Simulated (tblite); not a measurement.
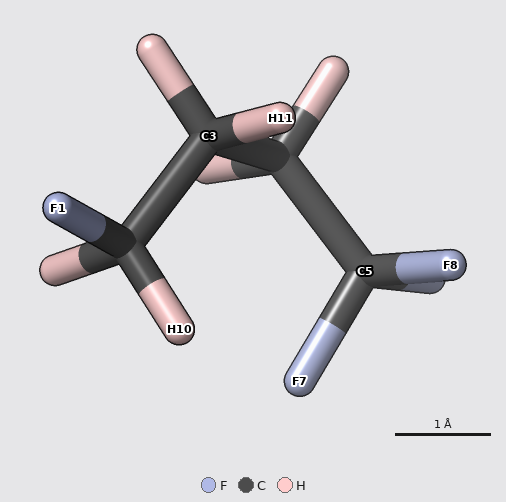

The input geometry (stick view, seen at an oblique angle; atoms are numbered from 1 in the order of the input). Bond lengths as drawn: C–C 1.50 to 1.53 Å, C–F 1.35 to 1.37 Å and C–H 1.08 to 1.11 Å.

## C$_{4}$H$_{6}$F$_{4}$: geometry relaxation

The run: geometry relaxation of C$_{4}$H$_{6}$F$_{4}$. Method and program: GFN2-xTB geometry optimisation, gas phase (tblite 0.8.0).

Log:
```
step      E/eV     max force
  0    -831.83589    1.304
  1    -831.87914    0.402
  2    -831.89016    0.290
  3    -831.89563    0.129
  4    -831.89667    0.074
  5    -831.89754    0.071
  6    -831.89814    0.072
  7    -831.89888    0.089
  8    -831.89952    0.078
  9    -831.90008    0.057
 10    -831.90049    0.053
 11    -831.90087    0.057
 12    -831.90127    0.066
 13    -831.90176    0.064
 14    -831.90237    0.084
 15    -831.90303    0.090
 16    -831.90363    0.073
 17    -831.90412    0.064
 18    -831.90453    0.049
 19    -831.90489    0.063
 20    -831.90520    0.049
 21    -831.90543    0.034
 22    -831.90543    0.034
 23    -831.90553    0.029
 24    -831.90570    0.022
 25    -831.90573    0.018
 26    -831.90584    0.018
 27    -831.90588    0.016
 28    -831.90592    0.015
 29    -831.90595    0.013
 30    -831.90598    0.010
 31    -831.90599    0.009
 32    -831.90601    0.009
 33    -831.90602    0.009
 34    -831.90603    0.009
 35    -831.90604    0.009
 36    -831.90605    0.008
 37    -831.90606    0.007
 38    -831.90606    0.005
 39    -831.90607    0.007
 40    -831.90607    0.008
 41    -831.90608    0.007
 42    -831.90608    0.006
 43    -831.90609    0.005
 44    -831.90609    0.004
```

Trajectory as extended XYZ (Å, eV, eV/Å), 8 of the 12 frames kept, from step=0 to step=44:
```
14
Properties=species:S:1:pos:R:3:forces:R:3 step=0 energy=-831.83589
F     2.8267    0.2110    0.2885    0.1060  -0.0500  -0.0640
C     1.5850   -0.3290    0.0710    0.2020  -0.4410   0.5860
C     0.5515    0.6697    0.5279   -0.5370   0.7920  -0.2600
C    -0.8897    0.1465    0.5122    0.1330  -0.1370   1.2900
C    -1.3776   -0.3106   -0.8325   -0.0170   0.2330  -0.1900
F    -2.6838   -0.6620   -0.7859    0.5740   0.1070  -0.2450
F    -0.6839   -1.3775   -1.2839   -0.4750   0.2820  -0.0900
F    -1.2464    0.6790   -1.7500   -0.2000  -0.6080   0.1520
H     1.5371   -1.2626    0.6610    0.0290   0.2050  -0.1150
H     1.5087   -0.5668   -0.9797    0.0800  -0.0080  -0.4050
H     0.6094    1.5624   -0.1129    0.0320  -0.1750   0.0270
H     0.7873    1.0098    1.5391    0.0130  -0.1660   0.0100
H    -1.5601    0.9283    0.9014    0.1030  -0.1520  -0.3270
H    -0.9649   -0.6986    1.2216   -0.0440   0.1160  -0.3680
14
Properties=species:S:1:pos:R:3:forces:R:3 step=8 energy=-831.89952
F     2.8389    0.1960    0.2883    0.0190   0.0140   0.0330
C     1.5882   -0.3286    0.0805    0.0060   0.0090   0.0050
C     0.5438    0.6915    0.5287   -0.0230  -0.0150  -0.0120
C    -0.8838    0.1414    0.5459    0.0200  -0.0070  -0.0300
C    -1.3708   -0.3021   -0.8232    0.0040   0.0120   0.0360
F    -2.6685   -0.6465   -0.7907    0.0140   0.0250  -0.0020
F    -0.7144   -1.3747   -1.2954   -0.0470   0.0150   0.0000
F    -1.2522    0.6582   -1.7505    0.0150  -0.0290   0.0210
H     1.5331   -1.2510    0.6674   -0.0190  -0.0160   0.0040
H     1.5250   -0.5583   -0.9863   -0.0090   0.0020   0.0000
H     0.6000    1.5629   -0.1276   -0.0180  -0.0030   0.0250
H     0.8000    1.0095    1.5425   -0.0120   0.0240  -0.0520
H    -1.5720    0.9213    0.8844    0.0350  -0.0690   0.0050
H    -0.9681   -0.7201    1.2137    0.0150   0.0380  -0.0320
14
Properties=species:S:1:pos:R:3:forces:R:3 step=12 energy=-831.90127
F     2.8446    0.1922    0.2973   -0.0300   0.0080   0.0250
C     1.5917   -0.3258    0.0823   -0.0050  -0.0110   0.0030
C     0.5444    0.6923    0.5260    0.0100   0.0240  -0.0150
C    -0.8787    0.1364    0.5430   -0.0020  -0.0080   0.0270
C    -1.3711   -0.3022   -0.8217   -0.0070  -0.0050  -0.0310
F    -2.6716   -0.6337   -0.7852   -0.0190   0.0150  -0.0010
F    -0.7281   -1.3794   -1.2985   -0.0030  -0.0330  -0.0040
F    -1.2462    0.6561   -1.7487    0.0120   0.0190  -0.0200
H     1.5262   -1.2478    0.6700    0.0060  -0.0100  -0.0170
H     1.5298   -0.5536   -0.9850    0.0080  -0.0090   0.0000
H     0.5905    1.5635   -0.1288    0.0140   0.0220  -0.0360
H     0.8036    1.0188    1.5348   -0.0280   0.0100   0.0120
H    -1.5722    0.9066    0.8844    0.0050   0.0290   0.0360
H    -0.9639   -0.7237    1.2080    0.0390  -0.0490   0.0220
14
Properties=species:S:1:pos:R:3:forces:R:3 step=20 energy=-831.90520
F     2.8428    0.1889    0.3354   -0.0010   0.0150   0.0000
C     1.5924   -0.3187    0.0876    0.0270  -0.0240  -0.0020
C     0.5411    0.7022    0.5139    0.0410  -0.0130  -0.0230
C    -0.8708    0.1219    0.5432    0.0120   0.0110   0.0160
C    -1.3778   -0.3025   -0.8225   -0.0030   0.0150  -0.0020
F    -2.6886   -0.5902   -0.7828   -0.0050  -0.0040  -0.0180
F    -0.7690   -1.3993   -1.3012    0.0030   0.0010   0.0340
F    -1.2224    0.6510   -1.7501   -0.0020   0.0170  -0.0140
H     1.5107   -1.2453    0.6655   -0.0080  -0.0080   0.0140
H     1.5524   -0.5452   -0.9816   -0.0040   0.0200   0.0000
H     0.5801    1.5627   -0.1565   -0.0060   0.0020  -0.0110
H     0.7935    1.0480    1.5188   -0.0040  -0.0070  -0.0180
H    -1.5655    0.8777    0.9127   -0.0360  -0.0070   0.0190
H    -0.9196   -0.7517    1.1955   -0.0150  -0.0170   0.0050
14
Properties=species:S:1:pos:R:3:forces:R:3 step=24 energy=-831.90570
F     2.8434    0.1898    0.3385    0.0000  -0.0020   0.0010
C     1.5944   -0.3196    0.0879   -0.0060   0.0050  -0.0010
C     0.5424    0.7020    0.5114   -0.0080  -0.0060  -0.0040
C    -0.8703    0.1214    0.5444   -0.0060   0.0000  -0.0050
C    -1.3789   -0.3008   -0.8225    0.0010   0.0060   0.0130
F    -2.6904   -0.5865   -0.7848    0.0040   0.0060  -0.0130
F    -0.7717   -1.4005   -1.2973    0.0040   0.0130   0.0170
F    -1.2206    0.6518   -1.7511    0.0000  -0.0070   0.0050
H     1.5090   -1.2459    0.6666    0.0090   0.0030  -0.0030
H     1.5547   -0.5427   -0.9819    0.0080   0.0000   0.0030
H     0.5792    1.5617   -0.1606    0.0000  -0.0110  -0.0040
H     0.7931    1.0497    1.5157    0.0090   0.0010  -0.0110
H    -1.5680    0.8740    0.9174   -0.0030  -0.0120   0.0120
H    -0.9171   -0.7551    1.1942   -0.0110   0.0040  -0.0090
14
Properties=species:S:1:pos:R:3:forces:R:3 step=32 energy=-831.90601
F     2.8423    0.1916    0.3395   -0.0020   0.0040   0.0010
C     1.5944   -0.3202    0.0871   -0.0010   0.0000   0.0020
C     0.5409    0.7005    0.5101   -0.0020  -0.0030  -0.0040
C    -0.8731    0.1221    0.5465    0.0030  -0.0030   0.0000
C    -1.3798   -0.2984   -0.8210    0.0040   0.0030   0.0050
F    -2.6911   -0.5846   -0.7897    0.0070   0.0020  -0.0040
F    -0.7684   -1.3981   -1.2907   -0.0080   0.0020  -0.0010
F    -1.2181    0.6526   -1.7505    0.0020   0.0000   0.0030
H     1.5118   -1.2465    0.6657   -0.0020  -0.0030   0.0000
H     1.5581   -0.5436   -0.9828   -0.0010   0.0010   0.0030
H     0.5773    1.5575   -0.1651   -0.0050  -0.0010   0.0000
H     0.7961    1.0511    1.5122   -0.0040   0.0000  -0.0080
H    -1.5703    0.8726    0.9243    0.0070  -0.0040  -0.0010
H    -0.9209   -0.7571    1.1923    0.0010   0.0020   0.0030
14
Properties=species:S:1:pos:R:3:forces:R:3 step=36 energy=-831.90605
F     2.8414    0.1931    0.3400    0.0010  -0.0030   0.0020
C     1.5943   -0.3205    0.0872    0.0000   0.0010   0.0000
C     0.5403    0.6998    0.5093    0.0010   0.0020  -0.0010
C    -0.8731    0.1214    0.5473    0.0000  -0.0030  -0.0010
C    -1.3794   -0.2978   -0.8204   -0.0020  -0.0040  -0.0040
F    -2.6906   -0.5835   -0.7912   -0.0060   0.0050   0.0020
F    -0.7690   -1.3978   -1.2903    0.0030  -0.0040  -0.0020
F    -1.2162    0.6533   -1.7495    0.0030   0.0040   0.0040
H     1.5118   -1.2473    0.6653    0.0020   0.0040   0.0020
H     1.5587   -0.5440   -0.9826   -0.0010   0.0010   0.0000
H     0.5753    1.5562   -0.1667   -0.0010   0.0000  -0.0030
H     0.7956    1.0520    1.5106    0.0010   0.0020   0.0000
H    -1.5691    0.8725    0.9259   -0.0020  -0.0040  -0.0010
H    -0.9206   -0.7577    1.1931    0.0000  -0.0010   0.0030
14
Properties=species:S:1:pos:R:3:forces:R:3 step=44 energy=-831.90609
F     2.8416    0.1930    0.3410   -0.0010   0.0010  -0.0020
C     1.5946   -0.3202    0.0872   -0.0010   0.0000   0.0020
C     0.5398    0.6998    0.5084    0.0010   0.0000   0.0000
C    -0.8730    0.1196    0.5482    0.0010   0.0000  -0.0020
C    -1.3794   -0.2981   -0.8200   -0.0010   0.0000  -0.0030
F    -2.6914   -0.5801   -0.7924   -0.0020   0.0010   0.0020
F    -0.7708   -1.3985   -1.2912    0.0000  -0.0030   0.0010
F    -1.2130    0.6545   -1.7471    0.0010   0.0020  -0.0020
H     1.5120   -1.2465    0.6661   -0.0010  -0.0010   0.0000
H     1.5593   -0.5439   -0.9826    0.0010   0.0000   0.0030
H     0.5731    1.5547   -0.1697    0.0000   0.0000   0.0020
H     0.7956    1.0542    1.5088    0.0010   0.0020   0.0000
H    -1.5697    0.8701    0.9267    0.0010  -0.0020   0.0030
H    -0.9195   -0.7593    1.1944    0.0020   0.0000  -0.0030
```

The run was set up as follows.

Input:
```
{"job": {"xc": "GFN2-xTB", "basis": "xTB", "kind": "relax"}, "charge": 0, "multiplicity": 1}
F      2.826700     0.211000     0.288500
C      1.585000    -0.329000     0.071000
C      0.551500     0.669700     0.527900
C     -0.889700     0.146500     0.512200
C     -1.377600    -0.310600    -0.832500
F     -2.683800    -0.662000    -0.785900
F     -0.683900    -1.377500    -1.283900
F     -1.246400     0.679000    -1.750000
H      1.537100    -1.262600     0.661000
H      1.508700    -0.566800    -0.979700
H      0.609400     1.562400    -0.112900
H      0.787300     1.009800     1.539100
H     -1.560100     0.928300     0.901400
H     -0.964900    -0.698600     1.221600
```

The first line tells a small driver script what to run in tblite; the rest is the geometry in Å.

Launch command:
```bash
OMP_NUM_THREADS=1 python <driver script> task.json out
```

Key numbers:

| quantity | value |
| --- | --- |
| outcome | converged |
| total energy | −831.9061 eV |
| hardware | 1 CPU thread, shared host |
| peak memory | 0.18 GiB |
